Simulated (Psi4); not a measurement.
# Ge2H6 (digermane) at SVWN5/6-31G(d) (spherical functions)

Aim: the vertical ionisation energy of Ge2H6 (digermane) at SVWN5/6-31G* (spherical functions), from 2 runs. The job is set up through a Python script.

The results are computed with Psi4 1.11.

1 further run of the same task is left out (set aside as unsound or not needed).

**1. The system as given**

Ge2H6 has 8 atoms, charge 0, and is taken as a singlet. As SMILES, `[GeH3][GeH3]`. Geometry: relaxed at PBE0-D4/def2-TZVP.

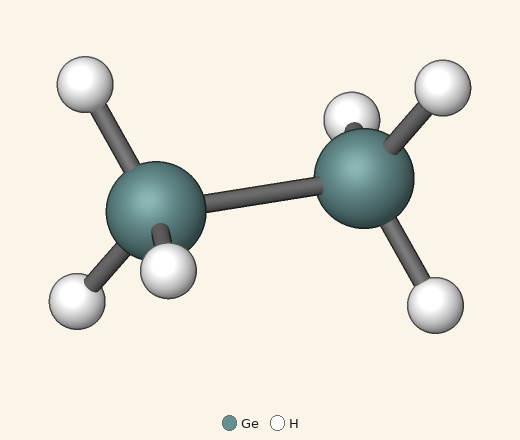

Viewed from a chosen angle; germanium teal, hydrogen white.

**2. A single-point energy at SVWN5/6-31G(d) (spherical functions)**

ge2h6.py reads:

```python
import psi4

psi4.set_memory('2200 MB')
psi4.set_num_threads(1)
psi4.set_output_file('output.dat', False)

geom = psi4.geometry("""
0 1
Ge
Ge 1 2.420084
H 1 1.537253 2 110.33301
H 1 1.537267 3 108.59568 2 -121.04046
H 1 1.537259 3 108.59615 4 -117.9175
H 2 1.537262 1 110.33334 3 179.66722
H 2 1.537261 6 108.59582 1 121.04032
H 2 1.537257 7 108.59605 6 -117.9175
units angstrom
symmetry c1
no_reorient
no_com
""")

options = {'basis': '6-31G*', 'puream': True, 'e_convergence': 1e-09, 'd_convergence': 1e-08, 'scf_type': 'pk', 'dft_radial_points': 99, 'dft_spherical_points': 590}
psi4.set_options(options)

e, wfn = psi4.energy('scf', dft_functional={"name": "SVWN5", "x_functionals": {"LDA_X": {}}, "c_functionals": {"LDA_C_VWN": {}}}, molecule=geom, return_wfn=True)
psi4.oeprop(wfn, 'MAYER_INDICES', 'LOWDIN_CHARGES', 'DIPOLE', title='SCF')
print(f'scf energy: {e:.10f} Eh')
```

The run is started by

```console
python ge2h6.py
```

output.dat, cut to the lines that bear on the results:

```text
[...]
  Running in c1 symmetry.
[...]
  Nuclear repulsion =  323.373971152573972
[...]
  Multiplicity = 1
[...]
  Nalpha       = 35
  Nbeta        = 35
[...]
    Number of basis functions: 76
[...]
   @RKS iter   1: -4147.53110399116849   -2.99644e+00   5.19408e-02 ADIIS/DIIS
[...]
   @RKS iter  10: -4150.66474464027124   -5.45697e-12   8.77968e-10 DIIS
[...]
    Orbital Energies [Eh]
    ---------------------
    Doubly Occupied:
       1A   -396.291186     2A   -396.291159     3A    -49.102950
       4A    -49.102892     5A    -43.775998     6A    -43.775954
       7A    -43.775628     8A    -43.775628     9A    -43.775622
      10A    -43.775622    11A     -5.957463    12A     -5.957445
      13A     -4.190837    14A     -4.190494    15A     -4.190257
      16A     -4.190257    17A     -4.190241    18A     -4.190241
      19A     -1.099971    20A     -1.097772    21A     -1.097771
      22A     -1.096617    23A     -1.096617    24A     -1.094816
      25A     -1.094816    26A     -1.093074    27A     -1.093074
      28A     -1.091516    29A     -0.535985    30A     -0.476677
      31A     -0.318723    32A     -0.318722    33A     -0.293361
      34A     -0.293360    35A     -0.260233
[...]
  @RKS Final Energy: -4150.66474464027124
   => Energetics <=
    Nuclear Repulsion Energy =            323.3739711525739722
    One-Electron Energy =               -6436.2635657904284017
    Two-Electron Energy =                2115.9695224069091637
    DFT Exchange-Correlation Energy =    -153.7446724093260570
    Empirical Dispersion Energy =           0.0000000000000000
    VV10 Nonlocal Energy =                  0.0000000000000000
    Total Energy =                      -4150.6647446402712376
[...]
 Multipole Moments:
 ------------------------------------------------------------------------------------
     Multipole            Electronic (a.u.)      Nuclear  (a.u.)        Total (a.u.)
 ------------------------------------------------------------------------------------
 L = 1.  Multiply by 2.5417464519 to convert [e a0] to [Debye]
 Dipole X            :         -0.0000017            0.0000001           -0.0000016
 Dipole Y            :          0.0000043            0.0000004            0.0000047
 Dipole Z            :          0.0000002           -0.0000002            0.0000000
 Magnitude           :                                                    0.0000050
[...]
```

The script printed:

```text
scf energy: -4150.6647446403 Eh
```

It took 17 s on 1 thread of Intel Xeon at 2.50GHz (Skylake/Cascade Lake), shared host; peak memory 0.48 GiB.

**3. The doublet cation, same level**

calc.py reads:

```python
import psi4

psi4.set_memory(2200000000)
psi4.set_num_threads(1)
psi4.set_output_file('ge2h6.out', False)

molecule = psi4.geometry("""
1 2
Ge    -0.569150     0.281910    -1.029950
Ge     0.569150    -0.281910     1.029950
H     -0.360530    -0.825230    -2.075830
H     -2.077470     0.442320    -0.780090
H     -0.023210     1.601970    -1.597890
H      0.367430     0.829100     2.073090
H      2.076310    -0.450460     0.778490
H      0.017470    -1.597700     1.602230
units angstrom
symmetry c1
no_reorient
no_com
""")

psi4.set_options({
    'basis': '6-31G*',
    'reference': 'uks',
    'puream': True,
    'e_convergence': 1e-09,
    'd_convergence': 1e-08,
    'scf_type': 'pk',
    'dft_radial_points': 99,
    'dft_spherical_points': 590,
    'maxiter': 100,
})

e, wfn = psi4.energy('scf', dft_functional={"name": "SVWN5", "x_functionals": {"LDA_X": {}}, "c_functionals": {"LDA_C_VWN": {}}}, molecule=molecule, return_wfn=True)
psi4.oeprop(wfn, 'DIPOLE', 'MAYER_INDICES', 'MULLIKEN_CHARGES')
print('E =', round(e, 9))
for k, v in sorted(psi4.core.scalar_variables().items()):
    print(f'{k:45s} {v:18.10f}')
```

The run is started by

```console
python calc.py
```

ge2h6.out, cut to the lines that bear on the results:

```text
[...]
  Running in c1 symmetry.
[...]
  Nuclear repulsion =  323.373940276510041
[...]
  Multiplicity = 2
[...]
  Nalpha       = 35
  Nbeta        = 34
[...]
    Number of basis functions: 76
[...]
   @UKS iter   1: -4147.34464491609651   -2.80997e+00   5.13999e-02 ADIIS/DIIS
[...]
   @UKS iter  15: -4150.28952311615194   -9.09495e-13   7.34726e-09 DIIS
[...]
   @S^2 Observed:                7.505151208E-01
[...]
  @UKS Final Energy: -4150.28952311615194
   => Energetics <=
    Nuclear Repulsion Energy =            323.3739402765100408
    One-Electron Energy =               -6419.0578374695887760
    Two-Electron Energy =                2098.8488372617471214
    DFT Exchange-Correlation Energy =    -153.4544631848206393
    Empirical Dispersion Energy =           0.0000000000000000
    VV10 Nonlocal Energy =                  0.0000000000000000
    Total Energy =                      -4150.2895231161519405
[...]
 Multipole Moments:
 ------------------------------------------------------------------------------------
     Multipole            Electronic (a.u.)      Nuclear  (a.u.)        Total (a.u.)
 ------------------------------------------------------------------------------------
 L = 1.  Multiply by 2.5417464519 to convert [e a0] to [Debye]
 Dipole X            :          0.0000009            0.0000000            0.0000009
 Dipole Y            :          0.0000006            0.0000000            0.0000006
 Dipole Z            :          0.0000001            0.0000000            0.0000001
 Magnitude           :                                                    0.0000011
[...]
  Mulliken Charges: (a.u.)
   Center  Symbol    Alpha    Beta     Spin     Total
       1    GE    16.23045 15.82077  0.40968 -0.05122
       2    GE    16.23045 15.82077  0.40968 -0.05122
       3     H     0.42318  0.39308  0.03010  0.18374
       4     H     0.42319  0.39307  0.03012  0.18374
       5     H     0.42318  0.39308  0.03010  0.18374
       6     H     0.42318  0.39308  0.03010  0.18374
       7     H     0.42319  0.39307  0.03012  0.18374
       8     H     0.42318  0.39308  0.03010  0.18374
   Total alpha = 35.00000, Total beta = 34.00000, Total charge =  1.00000
[...]
```

The script printed:

```text
E = -4150.289523116
CURRENT ENERGY                                  -4150.2895231162
CURRENT REFERENCE ENERGY                        -4150.2895231162
DD SOLVATION ENERGY                                 0.0000000000
DFT FUNCTIONAL TOTAL ENERGY                     -4150.2895231162
DFT TOTAL ENERGY                                -4150.2895231162
DFT VV10 ENERGY                                     0.0000000000
DFT XC ENERGY                                    -153.4544631848
GRID ELECTRONS ALPHA                               35.0000000144
GRID ELECTRONS BETA                                33.9999999965
GRID ELECTRONS TOTAL                               69.0000000110
NUCLEAR REPULSION ENERGY                          323.3739402765
ONE-ELECTRON ENERGY                             -6419.0578374696
PCM POLARIZATION ENERGY                             0.0000000000
PE ENERGY                                           0.0000000000
SCF ITERATION ENERGY                            -4150.2895231162
SCF ITERATIONS                                     15.0000000000
SCF TOTAL ENERGY                                -4150.2895231162
TWO-ELECTRON ENERGY                              2098.8488372617
XC GRID RADIAL POINTS                              99.0000000000
XC GRID SPHERICAL POINTS                          590.0000000000
XC GRID TOTAL POINTS                           443768.0000000000
```

It took 29 s on 1 thread of Intel Xeon at 2.50GHz (Skylake/Cascade Lake), shared host; peak memory 0.48 GiB.

**4. Results**

Level: SVWN5/6-31G* (spherical functions).

| quantity | value |
| --- | --- |
| singlet Ge2H6: total energy | -4150.66474 Eh |
| singlet Ge2H6: dipole moment | 0.00 D |
| singlet Ge2H6: HOMO energy | -7.08 eV |
| singlet Ge2H6: LUMO energy | -0.59 eV |
| singlet Ge2H6: HOMO–LUMO gap | 6.49 eV |
| doublet cation: total energy | -4150.28952 Eh |
| doublet cation: HOMO energy (highest over α and β) | -13.79 eV |
| doublet cation: LUMO energy (lowest over α and β) | -13.34 eV |
| doublet cation: ⟨S²⟩ | 0.751 |
| vertical ionisation energy (to the doublet cation) | 10.210 eV |

Removing an electron at fixed nuclei costs 10.21 eV (235 kcal/mol). The negative HOMO energy of the first species, 7.08 eV, lies 3.13 eV below that difference.
